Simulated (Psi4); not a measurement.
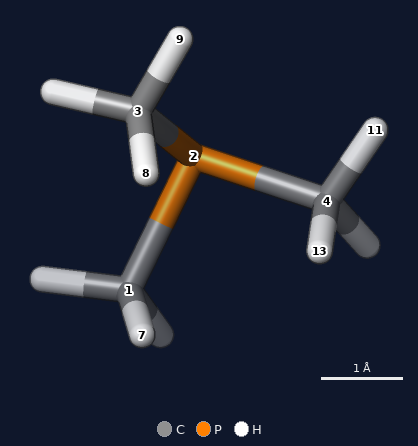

Figure 1. The structure as given in the input (stick view, seen at a tilt; atoms are numbered from 1 in the order of the input). Bond lengths as drawn: C–H 1.09 Å and C–P 1.85 Å.

**Run report: C$_{3}$H$_{9}$P, single-point calculation**

- system: C$_{3}$H$_{9}$P
- method: PBE0/def2-SVPD, RKS (Psi4 1.11)

The geometry comes from this level: GFN2-xTB.

## The program's output
```
Psi4 1.11 release

   => Loading Basis Set <=

    Name: DEF2-SVPD
    Role: ORBITAL
    Keyword: BASIS

         ---------------------------------------------------------
                                   SCF
                              RKS Reference
                        1 Threads,   1525 MiB Core
         ---------------------------------------------------------

  ==> Geometry <==

    Molecular point group: c1
    Full point group: C1

    Geometry (in Angstrom), charge = 0, multiplicity = 1:

       Center              X                  Y                   Z               Mass
    ------------   -----------------  -----------------  -----------------  -----------------
         C           -0.787924203166     1.421314727946    -0.296162321137    12.000000000000
         P            0.391765796834    -0.004565272054    -0.400252321137    30.973761998420
         C            0.907255796834    -0.038925272054     1.379887678863    12.000000000000
         C           -0.855544203166    -1.373835272054    -0.331652321137    12.000000000000
         H           -1.313944203166     1.518274727946    -1.243922321137     1.007825032230
         H           -0.224744203166     2.335874727946    -0.120892321137     1.007825032230
         H           -1.510774203166     1.280624727946     0.506807678863     1.007825032230
         H            0.044605796834     0.005804727946     2.044237678863     1.007825032230
         H            1.465255796834    -0.953675272054     1.570537678863     1.007825032230
         H            1.560875796834     0.808244727946     1.576847678863     1.007825032230
         H           -0.334954203166    -2.325475272054    -0.244152321137     1.007825032230
         H           -1.427864203166    -1.379485272054    -1.256452321137     1.007825032230
         H           -1.532744203166    -1.251735272054     0.513247678863     1.007825032230

  Running in c1 symmetry.

  Rotational constants: A =      0.19324  B =      0.19316  C =      0.12599 [cm^-1]
  Rotational constants: A =   5793.20972  B =   5790.82141  C =   3777.04619 [MHz]
  Nuclear repulsion =  177.672636121964985

  Charge       = 0
  Multiplicity = 1
  Electrons    = 42
  Nalpha       = 21
  Nbeta        = 21

  ==> Algorithm <==

  SCF Algorithm Type is DF.
  DIIS enabled.
  MOM disabled.
  Fractional occupation disabled.
  Guess Type is SAD.
  Energy threshold   = 1.00e-06
  Density threshold  = 1.00e-06
  Integral threshold = 1.00e-12

  ==> Primary Basis <==

  Basis Set: DEF2-SVPD
    Blend: DEF2-SVPD
    Number of shells: 70
    Number of basis functions: 156
    Number of Cartesian functions: 164
    Spherical Harmonics?: true
    Max angular momentum: 2

  ==> DFT Potential <==

   => LibXC <=

    Version 7.1.2

   => Composite Functional: PBE0 <=

    PBE0 Hyb-GGA Exchange-Correlation Functional

    Deriv               =              1
    GGA                 =           TRUE
    Meta                =          FALSE

    Exchange Hybrid     =           TRUE
    MP2 Hybrid          =          FALSE

   => Exchange Functionals <=

    0.7500   Perdew, Burke & Ernzerhof

   => Exact (HF) Exchange <=

    0.2500               HF

   => Correlation Functionals <=

    1.0000   Perdew, Burke & Ernzerhof

   => LibXC Density Thresholds  <==

    XC_HYB_GGA_XC_PBEH:  1.00E-15

   => Molecular Quadrature <=

    Radial Scheme          =       TREUTLER
    Pruning Scheme         =           NONE
    Nuclear Scheme         =       TREUTLER

    Blocking Scheme        =         OCTREE
    BS radius alpha        =              1
    Pruning alpha          =              1
    Radial Points          =             75
    Spherical Points       =            302
    Total Points           =         278424
    Total Blocks           =           2097
    Max Points             =            256
    Max Functions          =            156
    Weights Tolerance      =       1.00E-15

   => Loading Basis Set <=

    Name: (DEF2-SVPD AUX)
    Role: JKFIT
    Keyword: DF_BASIS_SCF

  ==> Integral Setup <==

  DFHelper Memory: AOs need 0.100 GiB; user supplied 0.100 GiB.
  SCF_SUBTYPE=INCORE selected. In-core MEM_DF algorithm will be used.
  Using in-core AOs.

  ==> MemDFJK: Density-Fitted J/K Matrices <==

    J tasked:                   Yes
    K tasked:                   Yes
    wK tasked:                   No
    Memory [MiB]:               102
    Algorithm:                 Core
    Schwarz Cutoff:           1E-12
    Mask sparsity (%):       0.2630
    Fitting Condition:        1E-10

   => Auxiliary Basis Set <=

  Basis Set: (DEF2-SVPD AUX)
    Blend: DEF2-UNIVERSAL-JKFIT
    Number of shells: 167
    Number of basis functions: 515
    Number of Cartesian functions: 602
    Spherical Harmonics?: true
    Max angular momentum: 4

  Cached 50.0% of DFT collocation blocks in 0.547 [GiB].

  Minimum eigenvalue in the overlap matrix is 1.7882362017E-04.
  Reciprocal condition number of the overlap matrix is 1.6837134813E-05.
    Using symmetric orthogonalization.

  ==> Pre-Iterations <==

  SCF Guess: Superposition of Atomic Densities via on-the-fly atomic UHF (no occupation information).

   -------------------------
    Irrep   Nso     Nmo
   -------------------------
     A        156     156
   -------------------------
    Total     156     156
   -------------------------

  ==> Iterations <==

                           Total Energy        Delta E     RMS |[F,P]|

   @DF-RKS iter SAD:  -460.01842123271371   -4.60018e+02   0.00000e+00
   @DF-RKS iter   1:  -460.21860936123295   -4.60219e+02   5.68191e-03 ADIIS+DIIS
   @DF-RKS iter   2:  -460.21860936123295    0.00000e+00   6.25740e-03 EDIIS+DIIS
   @DF-RKS iter   3:  -460.62560465162710   -4.06995e-01   4.45557e-04 EDIIS+DIIS
   @DF-RKS iter   4:  -460.62834110116808   -2.73645e-03   1.48291e-04 ADIIS+DIIS
   @DF-RKS iter   5:  -460.62869232406729   -3.51223e-04   1.81168e-05 DIIS
   @DF-RKS iter   6:  -460.62869680394294   -4.47988e-06   6.06940e-06 DIIS
   @DF-RKS iter   7:  -460.62869727854184   -4.74599e-07   1.98517e-06 DIIS
   @DF-RKS iter   8:  -460.62869733561610   -5.70743e-08   1.56394e-07 Converged
  Energy and wave function converged.

  ==> Post-Iterations <==

   Electrons on quadrature grid:
      Ntotal   =   41.9999023505 ; deviation = -9.765e-05

    Orbital Energies [Eh]
    ---------------------

    Doubly Occupied:

       1A    -77.192420     2A    -10.227944     3A    -10.227917
       4A    -10.227844     5A     -6.599031     6A     -4.739613
       7A     -4.739612     8A     -4.734590     9A     -0.779421
      10A     -0.702700    11A     -0.702629    12A     -0.541003
      13A     -0.453960    14A     -0.439752    15A     -0.439721
      16A     -0.411271    17A     -0.411240    18A     -0.397908
      19A     -0.334246    20A     -0.334207    21A     -0.236394

    Virtual:

      22A      0.029067    23A      0.040642    24A      0.040674
      25A      0.076953    26A      0.091533    27A      0.092808
      28A      0.092859    29A      0.105566    30A      0.105624
      31A      0.137179    32A      0.138698    33A      0.138732
      34A      0.157350    35A      0.158562    36A      0.158604
      37A      0.177661    38A      0.177700    39A      0.199465
      40A      0.227331    41A      0.229180    42A      0.229217
      43A      0.258029    44A      0.277667    45A      0.282603
      46A      0.282618    47A      0.302190    48A      0.302240
      49A      0.321698    50A      0.339183    51A      0.339231
      52A      0.346031    53A      0.369111    54A      0.369171
      55A      0.371935    56A      0.371970    57A      0.380089
      58A      0.380161    59A      0.380597    60A      0.402068
      61A      0.414176    62A      0.430260    63A      0.433411
      64A      0.442585    65A      0.442591    66A      0.458833
      67A      0.458888    68A      0.464510    69A      0.464565
      70A      0.477729    71A      0.495536    72A      0.495598
      73A      0.500902    74A      0.524228    75A      0.524278
      76A      0.556281    77A      0.556350    78A      0.563887
      79A      0.582414    80A      0.590442    81A      0.590492
      82A      0.640585    83A      0.640664    84A      0.715084
      85A      0.727786    86A      0.790864    87A      0.807343
      88A      0.807382    89A      0.842554    90A      0.871139
      91A      0.871170    92A      0.897436    93A      0.937106
      94A      0.937172    95A      0.950659    96A      0.958271
      97A      0.958402    98A      0.993466    99A      1.012908
     100A      1.040844   101A      1.040880   102A      1.069845
     103A      1.069947   104A      1.118682   105A      1.162981
     106A      1.163225   107A      1.203069   108A      1.203208
     109A      1.232904   110A      1.257993   111A      1.266531
     112A      1.266688   113A      1.362925   114A      1.363059
     115A      1.593368   116A      1.593556   117A      1.624291
     118A      1.624419   119A      1.648385   120A      1.728254
     121A      1.738799   122A      1.757169   123A      1.757279
     124A      1.877041   125A      1.896824   126A      1.897132
     127A      1.948651   128A      1.948773   129A      1.968748
     130A      1.994977   131A      2.042044   132A      2.042338
     133A      2.057912   134A      2.087450   135A      2.113444
     136A      2.113666   137A      2.180136   138A      2.180239
     139A      2.333770   140A      2.367176   141A      2.367420
     142A      2.526839   143A      2.527173   144A      2.537646
     145A      2.564556   146A      2.564720   147A      2.586382
     148A      2.807780   149A      2.855187   150A      2.855414
     151A      3.068669   152A      3.108201   153A      3.108470
     154A      3.139582   155A      3.139878   156A      3.145773

    Final Occupation by Irrep:
              A
    DOCC [    21 ]
    NA   [    21 ]
    NB   [    21 ]

  @DF-RKS Final Energy:  -460.62869733561638

   => Energetics <=

    Nuclear Repulsion Energy =            177.6726361219649846
    One-Electron Energy =                -983.9356357847619847
    Two-Electron Energy =                 377.8871052619787747
    DFT Exchange-Correlation Energy =     -32.2528029347981402
    Empirical Dispersion Energy =           0.0000000000000000
    VV10 Nonlocal Energy =                  0.0000000000000000
    Total Energy =                       -460.6286973356163799

Computation Completed

Properties will be evaluated at   0.000000,   0.000000,   0.000000 [a0]

Properties computed using the SCF density matrix

 Multipole Moments:

 ------------------------------------------------------------------------------------
     Multipole            Electronic (a.u.)      Nuclear  (a.u.)        Total (a.u.)
 ------------------------------------------------------------------------------------

 L = 1.  Multiply by 2.5417464519 to convert [e a0] to [Debye]
 Dipole X            :          3.0792293           -3.4299975           -0.3507682
 Dipole Y            :         -0.0363623            0.0402485            0.0038861
 Dipole Z            :         -3.1472721            3.5052766            0.3580046
 Magnitude           :                                                    0.5012193

 ------------------------------------------------------------------------------------

	total time  =         13 seconds =       0.22 minutes

  Variable Map:
  ----------------------------------------------------------------------------
  "CURRENT ENERGY"              =>    -460.628697335616
  "CURRENT REFERENCE ENERGY"    =>    -460.628697335616
  "DFT FUNCTIONAL TOTAL ENERGY" =>    -460.628697335616
  "DFT TOTAL ENERGY"            =>    -460.628697335616
  "DFT VV10 ENERGY"             =>       0.000000000000
  "DFT XC ENERGY"               =>     -32.252802934798
  "GRID ELECTRONS ALPHA"        =>      20.999951175275
  "GRID ELECTRONS BETA"         =>      20.999951175275
  "GRID ELECTRONS TOTAL"        =>      41.999902350550
  "NUCLEAR REPULSION ENERGY"    =>     177.672636121965
  "ONE-ELECTRON ENERGY"         =>    -983.935635784762
  "SCF ITERATION ENERGY"        =>    -460.628697335616
  "SCF ITERATIONS"              =>       8.000000000000
  "SCF TOTAL ENERGY"            =>    -460.628697335616
  "TWO-ELECTRON ENERGY"         =>     377.887105261979
  "XC GRID RADIAL POINTS"       =>      75.000000000000
  "XC GRID SPHERICAL POINTS"    =>     302.000000000000
  "XC GRID TOTAL POINTS"        =>  278424.000000000000

  Array Variable Map:
  ----------------------------------------------------------------------------
  "CURRENT DIPOLE"              =>      -0.350768240595 ... 0.358004580506 1 by 3
  "SCF DIPOLE"                  =>      -0.350768240595 ... 0.358004580506 1 by 3
  "SCF TOTAL ENERGIES"          =>    -460.628697335616 ... -460.628697335616 1 by 1

    Psi4 run time: 0:00:12.69
```

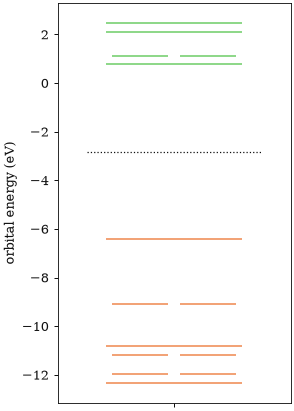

Figure 2. Orbital energies near the frontier; the dotted line parts filled from empty levels, and levels within 0.02 eV of each other stand side by side. Highest filled −6.43 eV, lowest empty 0.79 eV, 7.22 eV apart.

The run was set up as follows.

## Input (calc.inp)
```
memory 1600 MB

molecule {
  0 1
  C     -0.509560     1.418050    -0.580630
  P      0.670130    -0.007830    -0.684720
  C      1.185620    -0.042190     1.095420
  C     -0.577180    -1.377100    -0.616120
  H     -1.035580     1.515010    -1.528390
  H      0.053620     2.332610    -0.405360
  H     -1.232410     1.277360     0.222340
  H      0.322970     0.002540     1.759770
  H      1.743620    -0.956940     1.286070
  H      1.839240     0.804980     1.292380
  H     -0.056590    -2.328740    -0.528620
  H     -1.149500    -1.382750    -1.540920
  H     -1.254380    -1.255000     0.228780
  symmetry c1
}

set basis def2-SVPD
set scf_type df
set orbital_optimizer_package ooo

result = energy("pbe0")
print_variables()
```

Launch command:
```bash
psi4 -i calc.inp -o calc.out -n 1
```

## Key numbers

- outcome: converged
- total energy: −460.628697 hartree
- basis functions: 156
- HOMO: −6.43 eV
- LUMO: 0.79 eV
- dipole moment: 1.27 D
- hardware: 1 thread of Intel Xeon (Granite Rapids), 192 GiB of memory available, shared host
- wall time: 14 s
- peak memory: 0.85 GiB
